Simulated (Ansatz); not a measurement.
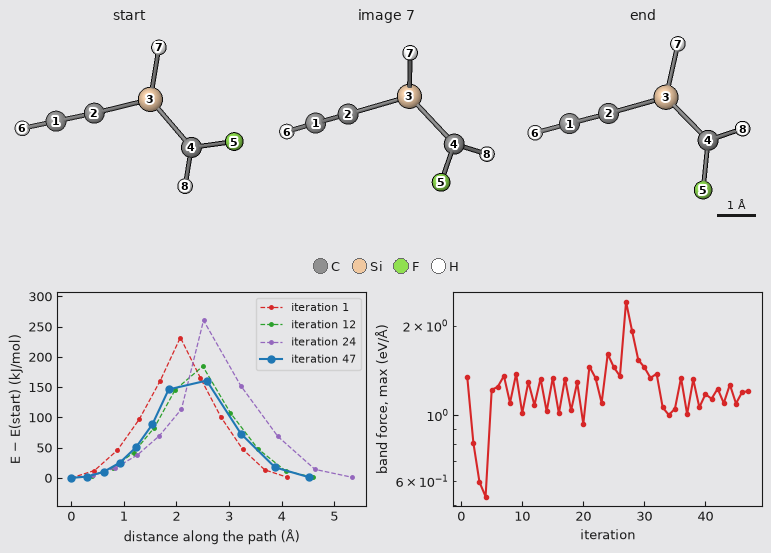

A search for the minimum-energy path of C3H3FSi by the nudged elastic band. Images are numbered from 0 (start) to 10 (end). The plot follows the band through its iterations. A ball-and-stick model, seen at a tilt.

Method: Ansatz 0.2.0, RKS B3LYP/def2-SVP. Settings: 9 movable images; climbing image; force threshold 0.05 eV/Å; iteration limit 47; starting path by image-dependent pair potential.

Judge this run.

Answer. The result isn't final. The band hadn't converged when the run stopped after 47 iterations. The largest component of the band force went from 1.3 to 1.2 eV/Å. The barrier read from it is provisional: over the last two iterations the highest image moved from 163.2 kJ/mol to 160.9 kJ/mol. The first iteration put the highest image at 232.2 kJ/mol. The energy climbs by 160.9 kJ/mol to image 7 and then falls by 159.8 kJ/mol, so the end point sits at +1.1 kJ/mol.
